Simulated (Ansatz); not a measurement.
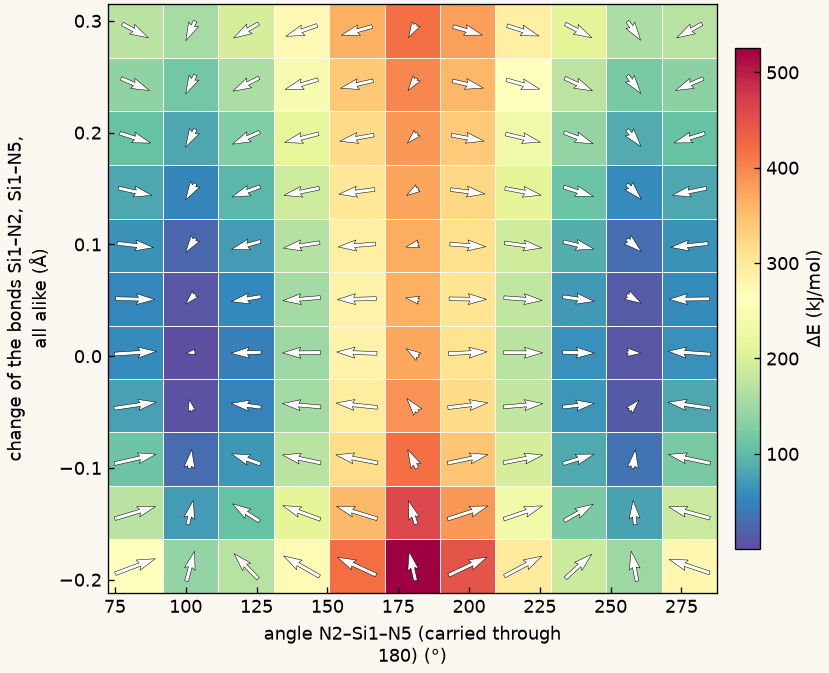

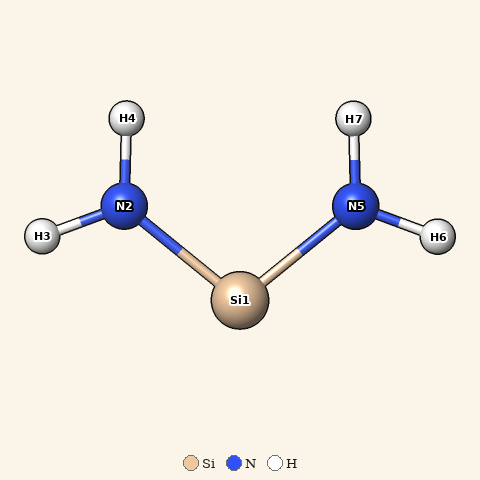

Energy landscape of Si(NH2)2. First axis: angle N2–Si1–N5 (carried through 180). Second axis: change of the bonds Si1–N2, Si1–N5, all alike. Nothing is relaxed (all other coordinates rigid). The grid has 11 × 11 points. Points are written as (first, second). All energies are given in kJ/mol relative to the relaxed molecule at the same level. Energies and slopes of some neighbouring points disagree (a jump in structure or state, or too coarse a mesh). Method: RKS r2SCAN0-D4/def2-TZVP in Ansatz 0.2.0.

Drawn: one coloured cell a grid point, arrows along the force (downhill), their lengths compressed. The second picture is the structure at the lowest point.

Question: Summarise what can be read from the map.

Answer: The lowest grid point is at (101.7°, 0.003 Å), 0.35 kJ/mol from the relaxed molecule at the same level. Other grid points that lie below all their neighbours: (258.3°, 0.003 Å) (7 kJ/mol higher). The highest grid point, (180.0°, −0.188 Å), lies 525 kJ/mol above the lowest.

The values on the grid:

| second ↓, first → | 82.2 | 101.7 | 121.3 | 140.9 | 160.4 | 180.0 | 199.6 | 219.1 | 238.7 | 258.3 | 277.8 |
| --- | --- | --- | --- | --- | --- | --- | --- | --- | --- | --- | --- |
| 0.291 | 172 | 154 | 196 | 274 | 364 | 418 | 379 | 291 | 208 | 159 | 170 |
| 0.243 | 137 | 116 | 160 | 242 | 341 | 400 | 357 | 261 | 173 | 121 | 135 |
| 0.195 | 106 | 81 | 126 | 214 | 320 | 385 | 338 | 234 | 140 | 86 | 105 |
| 0.147 | 80 | 50 | 96 | 188 | 303 | 374 | 323 | 210 | 111 | 56 | 80 |
| 0.099 | 62 | 25 | 72 | 168 | 290 | 367 | 312 | 190 | 87 | 31 | 63 |
| 0.051 | 53 | 8 | 54 | 154 | 283 | 367 | 307 | 177 | 70 | 14 | 56 |
| 0.003 | 57 | 0 | 46 | 148 | 284 | 373 | 309 | 172 | 62 | 7 | 61 |
| −0.044 | 74 | 6 | 49 | 152 | 294 | 389 | 320 | 177 | 65 | 12 | 80 |
| −0.092 | 111 | 28 | 68 | 172 | 317 | 417 | 344 | 197 | 84 | 34 | 120 |
| −0.140 | 172 | 71 | 106 | 210 | 357 | 461 | 384 | 234 | 122 | 77 | 184 |
| −0.188 | 262 | 140 | 170 | 272 | 419 | 525 | 447 | 296 | 185 | 146 | 279 |

Each point was launched as `ansatz run input.yaml --threads 1 --pin off --max-ram 2560MiB --backend cpu --events-out ev --progress --plain --runs-dir out`. Time for the 121 points that were run: 8.3 min on 1 thread of AMD EPYC 7R43 64-Core Processor (Zen 3), on a shared host.
